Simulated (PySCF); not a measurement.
C4H11NO2Si

Input file:

```
{"job": {"kind": "nmr", "xc": "PBE0", "basis": "pcSseg-1"}, "charge": 0, "multiplicity": 1}
C      3.358306    -0.676283    -0.130863
C      2.345364     0.393255     0.180770
O      2.615064     1.499806     0.564219
O      1.103340    -0.008557    -0.020943
Si    -0.164360     1.040982     0.226019
N     -1.478105     0.105033    -0.342324
C     -2.779951     0.713996    -0.409103
C     -1.543761    -1.336770    -0.286220
H      3.342884    -0.871326    -1.201298
H      3.091417    -1.595749     0.384610
H      4.349508    -0.349126     0.167616
H     -0.159077     1.403448     1.647266
H     -0.030816     2.201581    -0.646453
H     -2.673200     1.788882    -0.515333
H     -3.331810     0.323921    -1.268130
H     -3.367850     0.513504     0.494154
H     -2.109028    -1.679930     0.587765
H     -0.538175    -1.742231    -0.239588
H     -2.039554    -1.715188    -1.184461
```

Command:

```sh
OMP_NUM_THREADS=1 python probes_run.py task.json out
```

Geometry: GFN2-xTB.

Method: PySCF, PBE0/pcSseg-1, SCF density, gas phase, non-relativistic.

What will maps of the electron density and electron localisation function show?

C–O (1.20 Å): ρ is about 3.4 e/Å³ halfway; the ELF peaks at about 0.85 between the atoms; a short, multiple covalent bond.
C–N (1.44 Å): the density is about 1.9 e/Å³ at the midpoint; the ELF peaks at about 0.90 between the atoms; a covalent bond.
C–C (1.51 Å): ρ at the midpoint is about 1.7 e/Å³; the ELF peaks at about 0.95 between the atoms, as expected for a covalent bond.
Si–O (1.66 Å): ρ at the midpoint is about 1.1 e/Å³; the ELF peaks at about 0.90 between the atoms (a shared but strongly polarised pair).

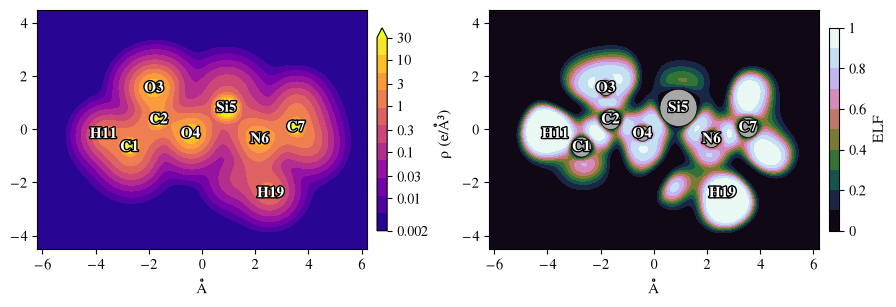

Computed electron density and electron localisation function on the plane of atoms C2, C1 and H11, in this order. Grey discs cover the atomic cores in the ELF map. 
